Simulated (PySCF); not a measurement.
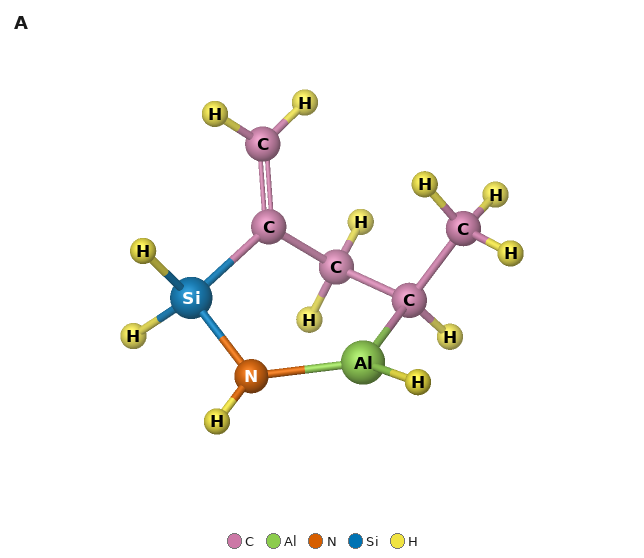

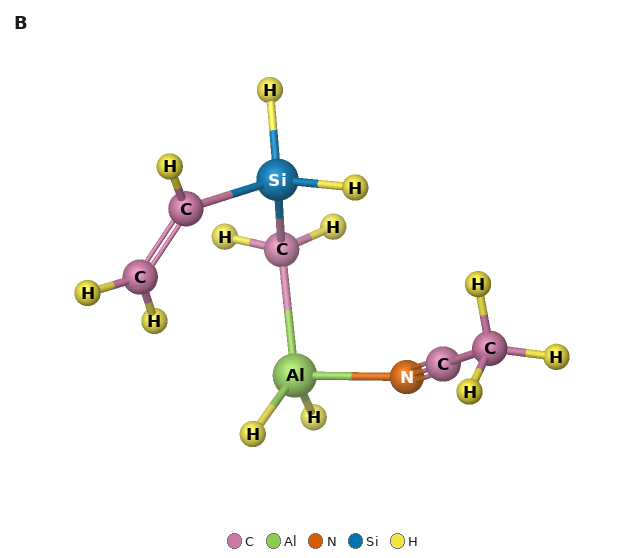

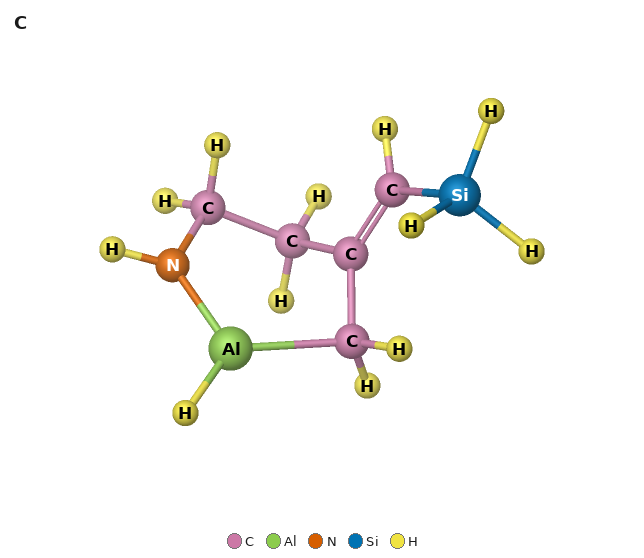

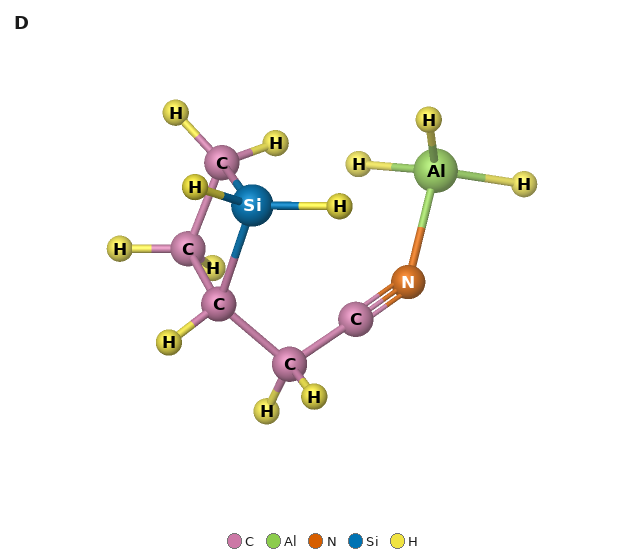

4 stationary structures of one formula. Geometries: GFN2-xTB. Electronic energies: PBE0/pcSseg-1 (PySCF 2.14.0), without zero-point energy. No frequency run is at hand to confirm each as a minimum. Each is one conformer, not always the lowest.

Which is lowest in energy, and by how much?

A is lowest; C lies 75.3 kJ/mol above it, B lies 172.0 kJ/mol above it, D lies 233.8 kJ/mol above it. A is `C=C1C[C@@H](C)[AlH][NH][SiH2]1`, B is `C=C[SiH2][CH2][AlH2-][N+]#CC`, C is `[SiH3]/C=C1/CC[NH][AlH][CH2]1`, D is `[AlH3-][N+]#CC[C@@H]1CC[SiH2]1`.

The geometry is semi-empirical. Around Al, Si such bond lengths and angles can be off by a tenth of an ångström or more and by several degrees, and values that hang on the shape move with them.
